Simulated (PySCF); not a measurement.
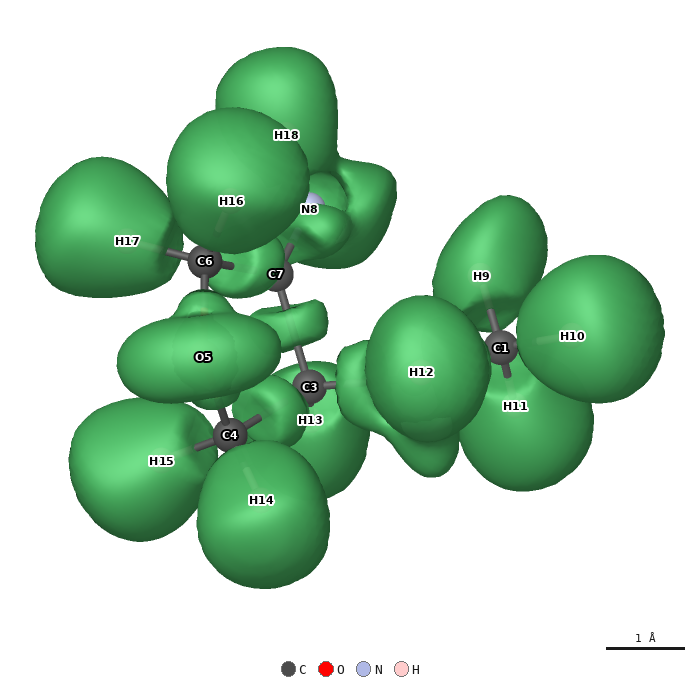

C$_{6}$H$_{10}$NO (doublet). Isosurface of the electron localisation function at 0.75 (green), seen at a tilt. Core shells and regions of very low density are left out.

Geometry: GFN2-xTB.

These are results of UKS B3LYP, pcH-1 on C H N O, non-relativistic, mean-field spin-orbit, GIAO (PySCF 2.14.0, density-fitted response routines), not measurements.

```xyz
18

C     2.1260    0.9597   -0.4699
C     1.2206    0.3477    0.5173
C     0.3104   -0.7346    0.0802
C    -0.4192   -1.4277    1.2337
O    -1.4569   -0.5468    1.6193
C    -1.9314    0.0963    0.4577
C    -0.8085    0.0649   -0.5565
N    -0.7129    0.6071   -1.6891
H     1.5442    1.2802   -1.3456
H     2.6562    1.8134   -0.0580
H     2.8516    0.2305   -0.8389
H     0.9914    0.8543    1.4394
H     0.7858   -1.4160   -0.6258
H     0.2121   -1.5913    2.1077
H    -0.8361   -2.3896    0.8993
H    -2.2398    1.1119    0.7236
H    -2.8010   -0.4370    0.0386
H    -1.5011    1.1834   -1.9712
```

**Describe the localisation domains.**

The ELF exceeds this value in three regions between bonded C–C atoms (shared pairs), nine regions around hydrogen nuclei, one region on O in which the atom's valence shell and bonds are merged and one joined region spread over several atoms (H, N), in which their bonds and any lone pairs are merged. Profiles from the grid: C–N (1.26 Å): the ELF peaks at about 0.90 between the atoms (a short, multiple covalent bond). C–O (1.41 Å): the ELF peaks at about 0.90 between the atoms; a polar covalent bond.
